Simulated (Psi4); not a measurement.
# UPBE/def2-SVPD (core potential) run of InCl2O (SMILES [O][In]([Cl])[Cl])

What is the vertical doublet–quartet gap of InCl2O at UPBE/def2-SVPD (core potential)? 

Program for the calculation: Psi4 1.11.

13 further runs of the same task are left out: 10 that didn't finish, 3 set aside as unsound or not needed.

## 1. The system as given

InCl2O has 4 atoms, charge 0, and is taken as a doublet. As SMILES, `[O][In]([Cl])[Cl]`. Geometry: relaxed at PBE0-D4/def2-TZVP.

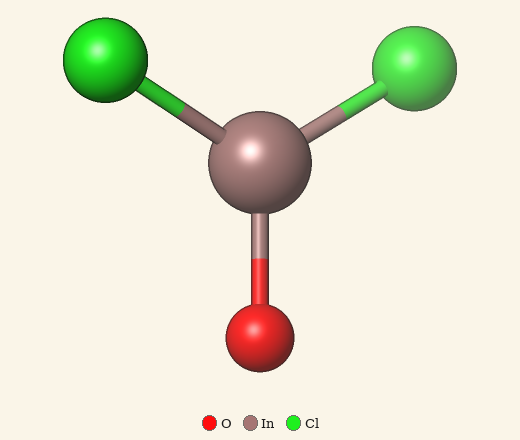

The structure, seen from a chosen angle (oxygen red, indium brown, chlorine green).

## 2. The energy at UPBE/def2-SVPD (core potential)

Input file run.py:

```python
import psi4

psi4.set_memory('2200 MB')
psi4.set_num_threads(1)
psi4.core.set_output_file('psi4.out', False)

molecule = psi4.geometry("""
0 2
O      0.606300     1.014000     1.667600
In     0.031700     0.016000     0.045400
Cl     0.741600    -2.145000    -0.248200
Cl    -1.324100     1.054700    -1.485200
symmetry c1
no_reorient
no_com
""")

psi4.set_options({
    'basis': 'def2-SVPD',
    'reference': 'uks',
    'puream': True,
    'e_convergence': 1e-09,
    'd_convergence': 1e-08,
    'scf_type': 'pk',
    'dft_radial_points': 99,
    'dft_spherical_points': 590,
    'maxiter': 100,
})

e, wfn = psi4.energy("pbe", molecule=molecule, return_wfn=True)
psi4.oeprop(wfn, "WIBERG_LOWDIN_INDICES", "QUADRUPOLE", "DIPOLE", title="PBE")
print(f'total energy {e:.8f} hartree = {e * 27.211386:.5f} eV')
```

The run is started by

```console
$ python run.py
```

psi4.out:

```text
[...]
    !!!  WARNING: ECP capability is in beta. Please check occupations closely.  !!!
[...]
  Running in c1 symmetry.
[...]
  Nuclear repulsion =  286.555074893542837
[...]
  Multiplicity = 2
[...]
  Nalpha       = 32
  Nbeta        = 31
[...]
    Number of basis functions: 109
[...]
   @UKS iter   1: -1184.09890500739652   -1.12370e-01   1.09552e-02 DIIS/ADIIS
[...]
   @UKS iter  19: -1184.99409318112748   -2.50111e-12   4.73156e-09 DIIS
[...]
   @S^2 Observed:                7.551725306E-01
[...]
    Orbital Energies [Eh]
    ---------------------
    Alpha Occupied:
       1A   -100.669590     2A   -100.669574     3A    -18.847161
       4A     -9.202023     5A     -9.202007     6A     -7.031049
       7A     -7.031034     8A     -7.023456     9A     -7.023447
      10A     -7.022776    11A     -7.022765    12A     -4.555371
      13A     -3.000764    14A     -2.995931    15A     -2.993500
      16A     -0.892397    17A     -0.797614    18A     -0.796035
      19A     -0.763474    20A     -0.761135    21A     -0.747374
      22A     -0.729085    23A     -0.723289    24A     -0.430656
      25A     -0.379607    26A     -0.348555    27A     -0.346046
      28A     -0.323626    29A     -0.306962    30A     -0.304889
      31A     -0.303059    32A     -0.301993
[...]
  @UKS Final Energy: -1184.99409318112748
   => Energetics <=
    Nuclear Repulsion Energy =            286.5550748935428373
    One-Electron Energy =               -2279.1308699565597635
    Two-Electron Energy =                 888.8668004262110571
    DFT Exchange-Correlation Energy =     -81.2850985443218406
    Empirical Dispersion Energy =           0.0000000000000000
    VV10 Nonlocal Energy =                  0.0000000000000000
    Total Energy =                      -1184.9940931811274822
[...]
 Multipole Moments:
 ------------------------------------------------------------------------------------
     Multipole            Electronic (a.u.)      Nuclear  (a.u.)        Total (a.u.)
 ------------------------------------------------------------------------------------
 L = 1.  Multiply by 2.5417464519 to convert [e a0] to [Debye]
 Dipole X            :          8.2518850           -8.2890947           -0.0372097
 Dipole Y            :         18.9975860          -19.0618564           -0.0642704
 Dipole Z            :         28.5693368          -28.6739483           -0.1046115
 Magnitude           :                                                    0.1282919
 L = 2.  Multiply by 1.3450342976 to convert [e a0^2] to [Debye ang]
 Quadrupole XX       :       -190.2078931          150.4007287          -39.8071644
 Quadrupole XY       :        164.7471881         -163.7492772            0.9979109
[...]
```

Standard output:

```text
total energy -1184.99409318 hartree = -32245.33168 eV
```

Wall time 33 s (1 thread of Intel Xeon Platinum 8259CL at 2.50GHz (Skylake/Cascade Lake), shared host); peak memory 0.75 GiB.

## 3. The quartet at the same level

Input file run.py:

```python
import numpy as np
from ase.calculators.psi4 import Psi4
from ase import Atoms

a = Atoms(['O', 'In', 'Cl', 'Cl'], positions=[
    [0.606300, 1.014000, 1.667600],
    [0.031700, 0.016000, 0.045400],
    [0.741600, -2.145000, -0.248200],
    [-1.324100, 1.054700, -1.485200],
])
calc = Psi4(atoms=a, method='pbe', basis='def2-SVPD', memory='2200MB', num_threads=1, charge=0, multiplicity=4, label='calc', reference='uks')
calc.psi4.set_options({'puream': True, 'e_convergence': 1e-09, 'd_convergence': 1e-08, 'scf_type': 'pk', 'dft_radial_points': 99, 'dft_spherical_points': 590, 'maxiter': 100})
a.calc = calc

print(f'energy: {a.get_potential_energy():.6f} eV')
```

The run is started by

```console
$ python run.py
```

calc.dat:

```text
[...]
    !!!  WARNING: ECP capability is in beta. Please check occupations closely.  !!!
[...]
  Running in c1 symmetry.
[...]
  Nuclear repulsion =  286.555074893542837
[...]
  Multiplicity = 4
[...]
  Nalpha       = 33
  Nbeta        = 30
[...]
    Number of basis functions: 109
[...]
   @UKS iter   1: -1183.68598272458803    3.09372e-01   1.19025e-02 DIIS/ADIIS
[...]
   @UKS iter  66: -1184.84666726749174   -1.65983e-11   3.93370e-09 DIIS
[...]
   @S^2 Observed:                3.755879758E+00
[...]
    Orbital Energies [Eh]
    ---------------------
    Alpha Occupied:
       1A   -100.669999     2A   -100.669984     3A    -18.901453
       4A     -9.203627     5A     -9.203613     6A     -7.031626
       7A     -7.031622     8A     -7.027852     9A     -7.027840
      10A     -7.023821    11A     -7.023819    12A     -4.522456
      13A     -2.965031    14A     -2.963994    15A     -2.962693
      16A     -0.942830    17A     -0.789076    18A     -0.786894
      19A     -0.730982    20A     -0.730955    21A     -0.725092
      22A     -0.714776    23A     -0.712931    24A     -0.440204
      25A     -0.418554    26A     -0.387334    27A     -0.367776
      28A     -0.355239    29A     -0.327325    30A     -0.317558
      31A     -0.315115    32A     -0.307666    33A     -0.150331
[...]
  @UKS Final Energy: -1184.84666726749174
   => Energetics <=
    Nuclear Repulsion Energy =            286.5550748935428373
    One-Electron Energy =               -2279.2412430048389069
    Two-Electron Energy =                 889.1101321463960403
    DFT Exchange-Correlation Energy =     -81.2706313025919656
    Empirical Dispersion Energy =           0.0000000000000000
    VV10 Nonlocal Energy =                  0.0000000000000000
    Total Energy =                      -1184.8466672674917390
[...]
 Multipole Moments:
 ------------------------------------------------------------------------------------
     Multipole            Electronic (a.u.)      Nuclear  (a.u.)        Total (a.u.)
 ------------------------------------------------------------------------------------
 L = 1.  Multiply by 2.5417464519 to convert [e a0] to [Debye]
 Dipole X            :          4.2754576           -4.1223022            0.1531554
 Dipole Y            :          7.3313142           -7.1651270            0.1661873
 Dipole Z            :         11.8200959          -11.6460658            0.1740301
 Magnitude           :                                                    0.2852390
[...]
```

On the terminal:

```text
energy: -32241.320043 eV
```

Run time: 1.7 min. Hardware: 1 thread of Intel Xeon Platinum 8259CL at 2.50GHz (Skylake/Cascade Lake), shared host; peak memory 0.76 GiB.

## 4. Summary of results

At UPBE/def2-SVPD (core potential):

```
                                        quantity           value
                           doublet: total energy  -1184.99409 Eh
                          doublet: dipole moment          0.33 D
     doublet: HOMO energy (highest over α and β)        -7.65 eV
      doublet: LUMO energy (lowest over α and β)        -6.72 eV
                                   doublet: ⟨S²⟩           0.755
                           quartet: total energy  -1184.84667 Eh
                          quartet: dipole moment          0.73 D
     quartet: HOMO energy (highest over α and β)        -4.09 eV
                                   quartet: ⟨S²⟩           3.756
vertical energy of the quartet above the doublet        4.012 eV
```

**Reading.** At this shape the quartet lies 4.01 eV (93 kcal/mol) above the doublet.
